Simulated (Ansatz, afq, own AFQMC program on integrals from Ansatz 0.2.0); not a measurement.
# Ge₂ (quintet): quantum Monte Carlo beside coupled cluster, cc-pVDZ

Aim: compute Ge₂ (quintet) with auxiliary-field quantum Monte Carlo on the same integrals as coupled cluster, and set the energies side by side.

Program: Ansatz 0.2.0, Gaussian basis, and an in-house AFQMC program (afq) on its integrals; all values are calculated. Level of theory: cc-pVDZ, frozen cores. These are calculated values, not measurements.

The runs, in order: PBE (unrestricted); r2SCAN (unrestricted); PBE0 (unrestricted); B3LYP (unrestricted); wB97M-V (unrestricted); B2PLYP (unrestricted); CCSD(T) on UHF; CCSDT(Q) on UHF; Phaseless AFQMC, CISD trial on UHF.

## Step 1: The geometry

The geometry is a PBE0/def2-TZVP stationary point (not a proven minimum) of the parent state, kept for this charge and spin. No spin-orbit coupling is included. The filled d shell of Ge may be among the frozen orbitals whatever the setting's name suggests; the logs give the count.

2 atoms, charge 0, spin multiplicity 5.

Atoms are counted from 1 here; the program's logs count them from 0.

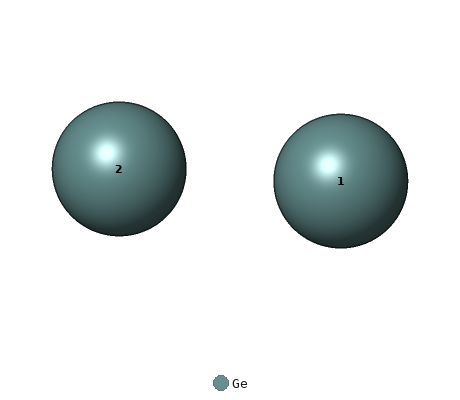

The geometry (germanium teal); atoms are numbered from 1 in the order of the file.

## Step 2: PBE (unrestricted)

in.yaml reads:

```yaml
crystal:
  periodic: [false, false, false]
  atoms:
    - {symbol: Ge, position_ang: [0.000000, 0.000000, 0.000000]}
    - {symbol: Ge, position_ang: [0.000000, 0.000000, 2.383102]}
basis:
  gaussian: {orbitals: cc-pVDZ}
magnetization: {spin_polarized: true, initial_magnetization: 4}
hamiltonian: {xc: {name: PBE}}
output: {orbitals: {seedname: orbitals}}
```

The run is started by

```console
ansatz run in.yaml --threads 1 --pin off --events-out ev --progress --plain --max-ram 1843MiB
```

Log:

```text
Functional definition: PBE
  name "PBE"
  cite "Perdew, Burke & Ernzerhof, Phys. Rev. Lett. 77, 3865 (1996) doi:10.1103/PhysRevLett.77.3865"
  parent pbe
  parameter kappa = 0.804
  parameter beta = 0.06672455060314922
  exchange = pbe_x(kappa = kappa, mu = beta*pi^2/3)
  correlation = pbe_c(beta = beta)
658 factors; integrals over basis functions are off by at most 6.6e-4 eV
mean field evaluation 1: about -113014.4397 eV, gradient 4.4e0 eV
mean field evaluation 2: about -113014.4808 eV, gradient 3.2e0 eV
mean field evaluation 4: about -113014.5666 eV, gradient 1.4e0 eV
mean field evaluation 8: about -113014.5832 eV, gradient 6.7e-1 eV
mean field evaluation 16: about -113014.4397 eV, gradient 4.4e0 eV
mean field -113014.58505606 eV, -4153.2093967731 hartree, gradient 2.2e-5 eV, S^2 6.001260; 2 other end points of the search recorded, 0 dependent functions left out
reference -113014.58508605 eV, -4153.2093978753 hartree; 34, 30 occupied and 20, 24 virtual orbitals, 658 factors
Total energy: -113014.58508605 eV, -4153.2093978753 hartree
```

Run time: 2.6 s. Hardware: 1 thread of Arm Neoverse V2, shared host.

From the report: ⟨S²⟩ of the determinant 6.001 (pure quintet: 6.00).

## Step 3: r2SCAN (unrestricted)

Changes to in.yaml since step 2:

```diff
@@ -8,3 +8,2 @@
 magnetization: {spin_polarized: true, initial_magnetization: 4}
-hamiltonian: {xc: {name: PBE}}
-output: {orbitals: {seedname: orbitals}}
+hamiltonian: {xc: {name: r2SCAN}}
```

Launched as before.

Log:

```text
Functional definition: r2SCAN
  name "r2SCAN"
  cite "Furness, Kaplan, Ning, Perdew & Sun, J. Phys. Chem. Lett. 11, 8208 (2020) doi:10.1021/acs.jpclett.0c02405"
  cite "Furness, Kaplan, Ning, Perdew & Sun, J. Phys. Chem. Lett. 11, 9248 (2020) doi:10.1021/acs.jpclett.0c03077"
  parent r2scan
  parameter k0 = 0.174
  parameter k1 = 0.065
  parameter a1 = 4.9479
  exchange = r2scan_x(k0 = k0, k1 = k1, a1 = a1)
  correlation = r2scan_c
658 factors; integrals over basis functions are off by at most 6.6e-4 eV
mean field evaluation 1: about -113030.7751 eV, gradient 3.6e0 eV
mean field evaluation 2: about -113030.8590 eV, gradient 2.1e0 eV
mean field evaluation 4: about -113030.9031 eV, gradient 7.8e-2 eV
mean field evaluation 8: about -113030.9054 eV, gradient 3.1e-3 eV
mean field evaluation 16: about -113030.9054 eV, gradient 5.4e-2 eV
mean field -113030.90544701 eV, -4153.8091600783 hartree, gradient 1.7e-5 eV, S^2 6.002814; 1 other end points of the search recorded, 0 dependent functions left out
reference -113030.90545667 eV, -4153.8091604333 hartree; 34, 30 occupied and 20, 24 virtual orbitals, 658 factors
Total energy: -113030.90545667 eV, -4153.8091604333 hartree
```

Run time: 4.7 s. Hardware: 1 thread of Arm Neoverse V2, shared host.

From the report: ⟨S²⟩ of the determinant 6.003 (pure quintet: 6.00).

## Step 4: PBE0 (unrestricted)

Changes to in.yaml since step 3:

```diff
@@ -8,2 +8,3 @@
 magnetization: {spin_polarized: true, initial_magnetization: 4}
-hamiltonian: {xc: {name: r2SCAN}}
+hamiltonian: {xc: {name: PBE0}}
+output: {orbitals: {seedname: orbitals}}
```

The command is unchanged.

Log:

```text
Functional definition: PBE0
  name "PBE0"
  cite "Adamo & Barone, J. Chem. Phys. 110, 6158 (1999) doi:10.1063/1.478522"
  cite "Perdew, Burke & Ernzerhof, Phys. Rev. Lett. 77, 3865 (1996) doi:10.1103/PhysRevLett.77.3865"
  parent pbe
  parameter a = 0.25
  parameter kappa = 0.804
  parameter beta = 0.06672455060314922
  exchange = (1 - a)*pbe_x(kappa = kappa, mu = beta*pi^2/3) + a*exact_x
  correlation = pbe_c(beta = beta)
658 factors; integrals over basis functions are off by at most 6.6e-4 eV
mean field evaluation 1: about -113017.3339 eV, gradient 2.7e0 eV
mean field evaluation 2: about -113017.3939 eV, gradient 1.2e0 eV
mean field evaluation 4: about -113017.4083 eV, gradient 3.8e-2 eV
mean field evaluation 8: about -113017.4073 eV, gradient 6.0e-4 eV
mean field evaluation 16: about -113017.4073 eV, gradient 5.6e-2 eV
mean field -113017.40732762 eV, -4153.3131133400 hartree, gradient 1.8e-5 eV, S^2 6.002415; 1 other end points of the search recorded, 0 dependent functions left out
reference -113017.40735014 eV, -4153.3131141675 hartree; 34, 30 occupied and 20, 24 virtual orbitals, 658 factors
Total energy: -113017.40735014 eV, -4153.3131141675 hartree
```

It took 2.7 s on 1 thread of Arm Neoverse V2, shared host.

From the report: ⟨S²⟩ of the determinant 6.002 (pure quintet: 6.00).

## Step 5: B3LYP (unrestricted)

Changes to in.yaml since step 4:

```diff
@@ -8,3 +8,2 @@
 magnetization: {spin_polarized: true, initial_magnetization: 4}
-hamiltonian: {xc: {name: PBE0}}
-output: {orbitals: {seedname: orbitals}}
+hamiltonian: {xc: {name: B3LYP}}
```

Same command.

Log, shortened:

```text
Functional definition: B3LYP
  name "B3LYP"
  cite "Stephens, Devlin, Chabalowski & Frisch, J. Phys. Chem. 98, 11623 (1994) doi:10.1021/j100096a001"
  cite "Becke, Phys. Rev. A 38, 3098 (1988) doi:10.1103/PhysRevA.38.3098"
  cite "Lee, Yang & Parr, Phys. Rev. B 37, 785 (1988) doi:10.1103/PhysRevB.37.785"
  cite "Vosko, Wilk & Nusair, Can. J. Phys. 58, 1200 (1980) doi:10.1139/p80-159"
[...]
658 factors; integrals over basis functions are off by at most 6.6e-4 eV
[...]
mean field -113034.02427951 eV, -4153.9237750584 hartree, gradient 1.5e-5 eV, S^2 6.001430; 1 other end points of the search recorded, 0 dependent functions left out
reference -113034.02446131 eV, -4153.9237817395 hartree; 34, 30 occupied and 20, 24 virtual orbitals, 658 factors
Total energy: -113034.02446131 eV, -4153.9237817395 hartree
```

Wall time 2.7 s (1 thread of Arm Neoverse V2, shared host).

From the report: ⟨S²⟩ of the determinant 6.001 (pure quintet: 6.00).

## Step 6: wB97M-V (unrestricted)

Changes to in.yaml since step 5:

```diff
@@ -8,2 +8,3 @@
 magnetization: {spin_polarized: true, initial_magnetization: 4}
-hamiltonian: {xc: {name: B3LYP}}
+hamiltonian: {xc: {name: wB97M-V}}
+output: {orbitals: {seedname: orbitals}}
```

The command is unchanged.

Log, shortened:

```text
Functional definition: wB97M-V
  name "wB97M-V"
  cite "Mardirossian & Head-Gordon, J. Chem. Phys. 144, 214110 (2016) doi:10.1063/1.4952647"
  cite "Becke, J. Chem. Phys. 107, 8554 (1997) doi:10.1063/1.475007"
  cite "Vydrov & Van Voorhis, J. Chem. Phys. 133, 244103 (2010) doi:10.1063/1.3521275"
  # Of w^i u^j: cxij and so on, Table III.
[...]
  gx(w, u) = 1 - cx + cx01*u + cx10*w
  gss(w, u) = css00 + css04*u^4 + css10*w + css20*w^2 + css43*w^4*u^3
  gos(w, u) = cos00 + cos10*w + (cos20 + cos21*u)*w^2 + (cos60 + cos61*u)*w^6
[...]
      + integral(e_c_pw_mod_opposite_spin*gos(b97_w_opposite, b97_u_opposite)) + vv10(b, c)
658 factors; integrals over basis functions are off by at most 6.6e-4 eV
162 factors; integrals over basis functions are off by at most 3.1e-6 eV
[...]
mean field -113025.38625433 eV, -4153.6063334883 hartree, gradient 5.0e-5 eV, S^2 6.003784; 0 other end points of the search recorded, 0 dependent functions left out
reference -113025.38628080 eV, -4153.6063344609 hartree; 34, 30 occupied and 20, 24 virtual orbitals, 658 factors
Total energy: -113025.38628080 eV, -4153.6063344609 hartree
```

Wall time 8 s (1 thread of Arm Neoverse V2, shared host); peak memory 0.26 GiB.

From the report: ⟨S²⟩ of the determinant 6.004 (pure quintet: 6.00).

## Step 7: B2PLYP (unrestricted)

Changes to in.yaml since step 6:

```diff
@@ -8,3 +8,3 @@
 magnetization: {spin_polarized: true, initial_magnetization: 4}
-hamiltonian: {xc: {name: wB97M-V}}
-output: {orbitals: {seedname: orbitals}}
+hamiltonian: {xc: {name: B2PLYP}}
+correlation: {electrons: outside_noble_gas}
```

The command is unchanged.

Log, shortened:

```text
Functional definition: B2PLYP
  name "B2PLYP"
  cite "Grimme, J. Chem. Phys. 124, 034108 (2006) doi:10.1063/1.2148954"
  cite "Becke, Phys. Rev. A 38, 3098 (1988) doi:10.1103/PhysRevA.38.3098"
  cite "Lee, Yang & Parr, Phys. Rev. B 37, 785 (1988) doi:10.1103/PhysRevB.37.785"
[...]
658 factors; integrals over basis functions are off by at most 6.6e-4 eV
[...]
mean field -113007.91195401 eV, -4152.9641647960 hartree, gradient 3.9e-6 eV, S^2 6.003977; 0 other end points of the search recorded, 0 dependent functions left out
28 core orbitals not correlated: weight in the atoms' cores, before any rotation towards them, 0.999 or more for the frozen orbitals, at most 0.000 for the correlated occupied ones
reference -113007.91206909 eV, -4152.9641690249 hartree; 6, 2 occupied and 20, 24 virtual orbitals, 658 factors
second order -3.63578045 eV of doubles, -0.00000000 eV of singles
Total energy: -113008.89372981 eV, -4153.0002443911 hartree
```

It took 2.4 s on 1 thread of Arm Neoverse V2, shared host.

From the report: ⟨S²⟩ of the determinant 6.004 (pure quintet: 6.00).

## Step 8: CCSD(T) on UHF

Changes to in.yaml since step 7:

```diff
@@ -8,3 +8,2 @@
 magnetization: {spin_polarized: true, initial_magnetization: 4}
-hamiltonian: {xc: {name: B2PLYP}}
-correlation: {electrons: outside_noble_gas}
+correlation: {method: ccsd_t, electrons: outside_noble_gas, hamiltonian_folder: ham}
```

The command is unchanged.

Log, shortened:

```text
Functional definition: HF
  name "HF"
  cite "Fock, Z. Phys. 61, 126 (1930) doi:10.1007/BF01340294"
  parent pbe
[...]
658 factors; integrals over basis functions are off by at most 6.6e-4 eV
[...]
mean field -112943.66652271 eV, -4150.6031887428 hartree, gradient 1.2e-6 eV, S^2 6.010730; 6 other end points of the search recorded, 0 dependent functions left out
determinant -112943.66652271 eV, -4150.6031887428 hartree, with singles and doubles -112947.21600670 eV, -4150.7336298734 hartree
determinant -112941.25660501 eV, -4150.5146259007 hartree, with singles and doubles -112944.69655264 eV, -4150.6410416445 hartree
determinant -112940.63246479 eV, -4150.4916891709 hartree, with singles and doubles -112944.49845037 eV, -4150.6337615204 hartree
28 core orbitals not correlated: weight in the atoms' cores, before any rotation towards them, 0.999 or more for the frozen orbitals, at most 0.000 for the correlated occupied ones
reference -112943.66652271 eV, -4150.6031887428 hartree; 6, 2 occupied and 20, 24 virtual orbitals, 658 factors
second order -2.82887346 eV of doubles, -0.00000000 eV of singles
cycle   1  -3.54939104 eV  change    9.3e-5 eV  update   2.4e-4
[...]
cycle   6  -3.54934199 eV  change   -1.5e-6 eV  update   3.9e-7
perturbative correction -0.12731519 eV, -0.0046787470 hartree
Total energy: -112947.34317989 eV, -4150.7383034022 hartree
```

It took 4.2 s on 1 thread of Arm Neoverse V2, shared host.

From the report: ⟨S²⟩ of the determinant 6.011 (pure quintet: 6.00); correlation -3.6767 eV; T1 0.013; largest double amplitude 0.10.

This run also writes the integrals to the folder ham.

## Step 9: CCSDT(Q) on UHF

Changes to in.yaml since step 8:

```diff
@@ -8,2 +8,2 @@
 magnetization: {spin_polarized: true, initial_magnetization: 4}
-correlation: {method: ccsd_t, electrons: outside_noble_gas, hamiltonian_folder: ham}
+correlation: {method: ccsdt_q, electrons: outside_noble_gas}
```

The command is unchanged.

Log, shortened:

```text
Functional definition: HF
  name "HF"
  cite "Fock, Z. Phys. 61, 126 (1930) doi:10.1007/BF01340294"
  parent pbe
[...]
1057 factors; integrals over basis functions are off by at most 1.6e-7 eV
[...]
mean field -112943.66660133 eV, -4150.6031916319 hartree, gradient 1.9e-6 eV, S^2 6.010730; 6 other end points of the search recorded, 0 dependent functions left out
determinant -112943.66660133 eV, -4150.6031916319 hartree, with singles and doubles -112947.21608371 eV, -4150.7336327034 hartree
determinant -112941.25671109 eV, -4150.5146297991 hartree, with singles and doubles -112944.69665738 eV, -4150.6410454936 hartree
determinant -112940.63256113 eV, -4150.4916927111 hartree, with singles and doubles -112944.49856209 eV, -4150.6337656260 hartree
28 core orbitals not correlated: weight in the atoms' cores, before any rotation towards them, 0.999 or more for the frozen orbitals, at most 0.000 for the correlated occupied ones
reference -112943.66660133 eV, -4150.6031916319 hartree; 6, 2 occupied and 20, 24 virtual orbitals, 1057 factors
second order -2.82887022 eV of doubles, -0.00000000 eV of singles
cycle   1  -3.35164294 eV  change   -5.2e-1 eV  update   7.6e-2
[...]
cycle  14  -3.70728157 eV  change    7.0e-7 eV  update   2.8e-7
perturbative correction -0.00857955 eV, -0.0003152926 hartree
Total energy: -112947.38246244 eV, -4150.7397470091 hartree
```

Run time: 8 s. Hardware: 1 thread of Arm Neoverse V2, shared host.

From the report: ⟨S²⟩ of the determinant 6.011 (pure quintet: 6.00); correlation -3.7159 eV; T1 0.014; largest double amplitude 0.12.

## Step 10: Phaseless AFQMC, CISD trial on UHF

It reads the integrals that the CCSD(T) run on this determinant wrote.

The run is started by

```console
afq ham --method phaseless --trial cisd --walkers 80 --populations 1 --least-time 40 --time-step 0.005 --steps-per-block 50 --equilibration-blocks 28 --max-blocks 300 --target-error 0.00034 --factor-cut 1e-05 --start spin_pure --seed 7891 --release-times 0.24,0.51,0.99,1.62,2.4 --release-step 0.03 --release-every 4 --taylor-order 6
```

Log:

```text
orbitals 26  electrons 6 2  factors 194 of 658
reference energy -4150.60318874 Eh
CCSD correlation -0.13043583 Eh in 9 cycles, weight of the determinant in the CISD state 0.8888
energy of the start -4150.733457 Eh
 block  time / (1/Eh)  mean weight  energy / Eh
     1     0.250  0.9991  -4150.732509
     2     0.500  1.0011  -4150.732698
     3     0.750  1.0012  -4150.733849
     4     1.000  1.0007  -4150.736122
     5     1.250  0.9997  -4150.736259
     6     1.500  1.0009  -4150.736242
     7     1.750  0.9993  -4150.736287
     8     2.000  0.9997  -4150.737264
     9     2.250  0.9997  -4150.739133
    10     2.500  1.0008  -4150.740288
    13     3.250  1.0004  -4150.737073
    17     4.250  1.0000  -4150.736438
    21     5.250  1.0000  -4150.737619
    25     6.250  0.9998  -4150.737362
    29     7.250  1.0002  -4150.737598
    33     8.250  1.0011  -4150.739686
    37     9.250  1.0008  -4150.742398
    41    10.250  1.0002  -4150.738109
    45    11.250  0.9995  -4150.736983
    49    12.250  1.0011  -4150.737614
    53    13.250  1.0001  -4150.739488
    57    14.250  1.0001  -4150.738167
    61    15.250  0.9992  -4150.736669
    65    16.250  1.0000  -4150.740021
    69    17.250  0.9997  -4150.743834
    73    18.250  0.9993  -4150.740415
    77    19.250  0.9991  -4150.740833
    81    20.250  0.9996  -4150.738667
    85    21.250  1.0007  -4150.737077
    89    22.250  0.9999  -4150.739224
    93    23.250  0.9997  -4150.740214
    97    24.250  1.0003  -4150.738912
   101    25.250  0.9997  -4150.742733
   105    26.250  1.0000  -4150.740569
   109    27.250  1.0013  -4150.737681
   113    28.250  1.0000  -4150.740478
   117    29.250  1.0008  -4150.738646
   121    30.250  1.0001  -4150.737213
   125    31.250  1.0014  -4150.737627
   129    32.250  0.9999  -4150.740126
   133    33.250  0.9994  -4150.740407
   137    34.250  0.9994  -4150.736283
   141    35.250  1.0000  -4150.737934
   145    36.250  0.9999  -4150.738714
   149    37.250  1.0012  -4150.738075
   153    38.250  1.0005  -4150.736351
   157    39.250  1.0001  -4150.738024
   161    40.250  0.9985  -4150.740180
   165    41.250  1.0005  -4150.738410
   169    42.250  0.9994  -4150.739143
   173    43.250  0.9995  -4150.738732
   177    44.250  0.9989  -4150.738741
   181    45.250  1.0000  -4150.738508
   185    46.250  0.9994  -4150.739722
blocks merged  error / Eh  count
     1  0.000147  160
     2  0.000190  80
     4  0.000241  40
     8  0.000281  20
    16  0.000356  10
released: time / (1/Eh)  energy / Eh  error  mean overlap
  0.24  -4150.739160  0.000312  1.0029
  0.51  -4150.739087  0.000232  1.0087
  0.99  -4150.739028  0.000243  1.0197
  1.62  -4150.739442  0.000231  1.0148
  2.40  -4150.739472  0.000249  1.0197
energy -4150.739177 +/- 0.000281 Eh
```

Wall time 1.8 min (1 thread of Arm Neoverse V2, shared host).

Energy -112947.3670 ± 0.0076 eV. Caveats: constraint bias not in the error. The error still grows with block length (0.0066 to 0.0097 eV), so the bar may be too small.

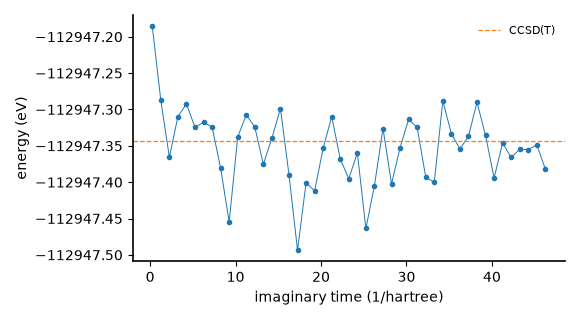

Block energies along the walk.

## Step 11: All levels side by side

On the UHF determinant, counted from CCSDT(Q) (a yardstick, not exact):

```csv
level,energy (eV),from CCSDT(Q) (meV),statistical error (meV),time
HF,-112943.6665,+3715.9,,
MP2,-112946.4954,+887.1,,
CCSD,-112947.2159,+166.6,,
CCSD(T),-112947.3432,+39.3,,
CCSDT(Q),-112947.3825,0.0,,
"Phaseless AFQMC, CISD trial, step 0.005, 80 walkers",-112947.3670,+15.5,7.6,1.8 min
```

The functionals' totals stand on their own zeros and serve differences with other points: PBE -113014.585 eV; r2SCAN -113030.905 eV; PBE0 -113017.407 eV; B3LYP -113034.024 eV; wB97M-V -113025.386 eV; B2PLYP -113008.894 eV.

## Step 12: Outcome

| quantity | value |
| --- | --- |
| CCSD(T) on UHF from CCSDT(Q) | +39.3 meV |
| Phaseless AFQMC, CISD trial on UHF from CCSDT(Q) | +15.5 ± 7.6 meV |

**Reading.** On UHF the phaseless walk with the CISD trial lies +15.5 meV from CCSDT(Q), within three error bars. Error bars are statistical and leave out the constraint, the time step and what remains of the start.
